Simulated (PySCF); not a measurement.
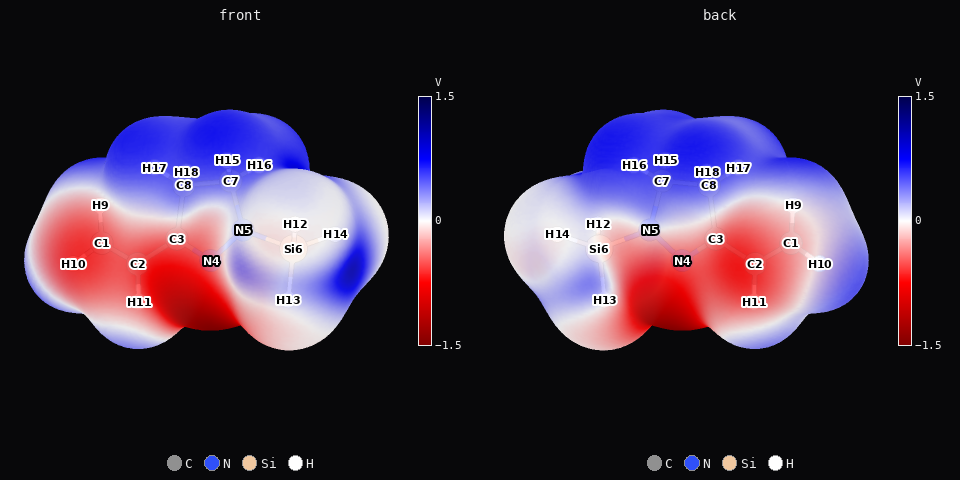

Figure. C$_{5}$H$_{10}$N$_{2}$Si (SMILES C=CC1=NN([SiH3])CC1). The electrostatic potential painted on the density surface at 0.001 e/bohr³, seen from the front and from behind; the colour scale runs from red (negative) to blue (positive).

Geometry: GFN2-xTB.

All numbers below come from wB97X-D/def2-SVPD, SCF density, gas phase in PySCF 2.14.0.

```xyz
18

C     3.2510    0.4660   -0.3733
C     2.0675    0.9799   -0.7051
C     0.8042    0.3588   -0.4355
N    -0.3106    0.8969   -0.7784
N    -1.3526    0.1369   -0.4193
Si   -2.9856    0.5782   -0.7801
C    -0.9155   -1.0891    0.2562
C     0.6120   -0.9744    0.2699
H     3.3429   -0.4794    0.1342
H     4.1696    0.9780   -0.6003
H     2.0002    1.9308   -1.2150
H    -3.7405    0.5868    0.4795
H    -2.8843    1.8855   -1.4049
H    -3.5701   -0.4422   -1.6611
H    -1.3491   -1.1236    1.2592
H    -1.2715   -1.9589   -0.3024
H     1.0235   -0.9433    1.2794
H     1.1003   -1.7805   -0.2793
```

Which sites attract a positive test charge, and which a negative one?

A positive charge is drawn to the negative regions and a negative charge to the positive ones. The most negative region (about −1.4 V) lies over N4, the most positive (about +0.9 V) over Si6. N4 is the likeliest acceptor of a hydrogen bond.
